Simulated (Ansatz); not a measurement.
## Electronic structure of CH$_{4}$AlFN (SMILES C=[NH+][AlH][F]) (charge +1) in real space

The calculation's input:

```
crystal:
  periodic: [false, false, false]
  atoms:
    - { symbol: C, position_ang: [-0.47408, 1.14479, -0.63236] }
    - { symbol: "N", position_ang: [-0.49901, 0.17867, 0.19056] }
    - { symbol: Al, position_ang: [0.84093, -1.22469, 0.44782] }
    - { symbol: F, position_ang: [0.31372, -2.20313, 1.62556] }
    - { symbol: H, position_ang: [0.37659, 1.25448, -1.3021] }
    - { symbol: H, position_ang: [-1.27418, 1.88235, -0.70219] }
    - { symbol: H, position_ang: [-1.32796, 0.11996, 0.80381] }
    - { symbol: H, position_ang: [2.04398, -1.15243, -0.4311] }
total_charge: 1
basis:
  gaussian: { orbitals: def2-SVP }
hamiltonian:
  xc: r2scan
relax:
  f_tol: 0.015
  max_steps: 40
output:
  orbitals: {}
```

Run with:

```sh
ansatz run input.yaml --threads 2 --pin off --max-ram 3072MiB --backend cpu --events-out ev --progress --plain --runs-dir out
```

The fields are those of the relaxed geometry.

All numbers below come from RKS r2SCAN/def2-SVP (Ansatz 0.2.0).

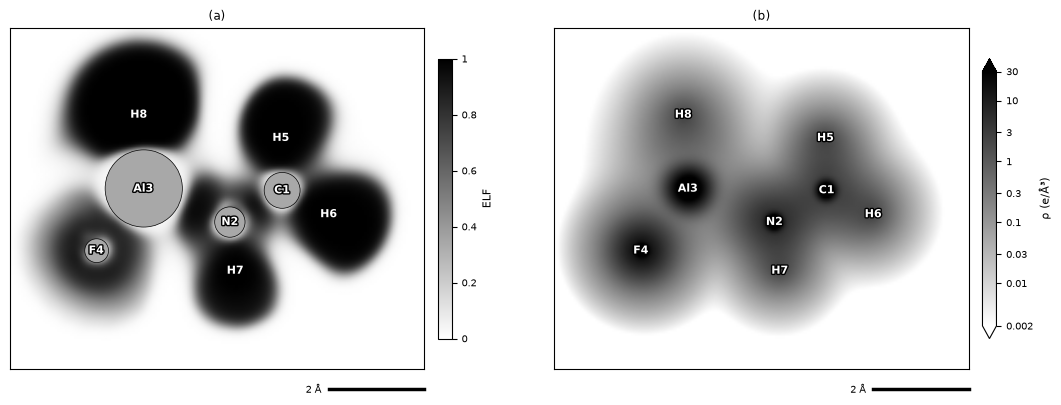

Figure 1. (a) ELF; (b) electron density on the molecular plane. Grey discs cover the atomic cores in the ELF map.

Describe what can be read from this map.

- The section cuts through C, N, Al, F and H sites.
- C–N (1.28 Å): ρ at the midpoint is about 2.7 e/Å³; the ELF peaks at about 0.90 between the atoms; a covalent bond.
- Al–F (1.64 Å): ρ is about 0.85 e/Å³ halfway; the ELF peaks at about 0.85 in the valence shell of F, 0.6 Å from its nucleus, and is about 0.30 at the midpoint.
- Al–N (1.94 Å): ρ is about 0.62 e/Å³ halfway; the ELF peaks at about 0.95 between the atoms: a shared but strongly polarised pair.
- N–H (1.03 Å): the density is about 2.8 e/Å³ at the midpoint; the ELF climbs to about 1 towards the hydrogen, as it does in any bond to H: a covalent bond by its length.
- C–H (1.10 Å): ρ is about 2.1 e/Å³ halfway; the ELF climbs to about 1 towards the hydrogen (a covalent bond by its length).
- The ELF also peaks beside F4, away from the bonds: lone-pair regions.

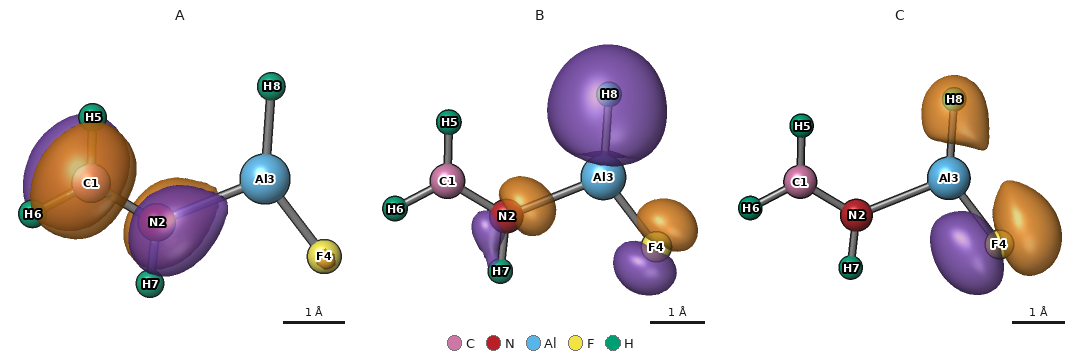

Figure 2. Three frontier orbitals at ±0.15 Å⁻³ᐟ² (orange and purple are the two phases), in no order.

Which picture is the HOMO−1, the HOMO and the LUMO?

C is the HOMO−1 (−14.79 eV). By Hirshfeld shares it lies mainly on F4 (about 75 %), Al3 (about 15 %) and H8 (about 5 %); it is symmetric in the molecular plane (an in-plane orbital: σ, lone-pair or in-plane π type); largely a lone pair of F4. B is the HOMO (−13.95 eV). By Hirshfeld shares it lies mainly on H8 (about 40 %), Al3 (about 30 %), F4 (about 20 %) and N2 (about 5 %); it is symmetric in the molecular plane (an in-plane orbital: σ, lone-pair or in-plane π type). A is the LUMO (−8.92 eV). It lies mainly on C1 (about 50 %), N2 (about 25 %) and Al3 (about 10 %); it changes sign across the molecular plane (π type); π-bonding across N2–Al3; π-antibonding (a node) across C1–N2.

What is the HOMO–LUMO gap?

5.03 eV between the orbital energies.

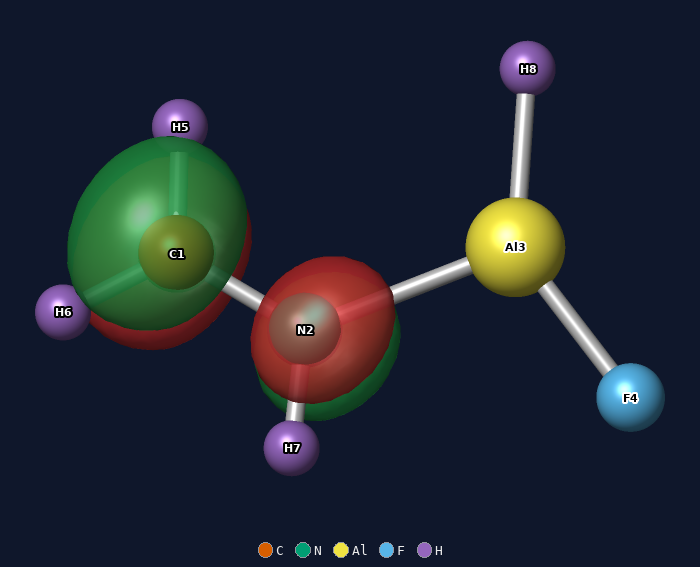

Figure 3. One frontier orbital at ±0.2 Å⁻³ᐟ² (green and red are the two phases), seen at a tilt.

Which orbital is it: HOMO or LUMO?

The LUMO, at −8.92 eV. By Hirshfeld shares it lies mainly on C1 (about 50 %), N2 (about 25 %) and Al3 (about 10 %); it changes sign across the molecular plane (π type); π-bonding across N2–Al3; π-antibonding (a node) across C1–N2.
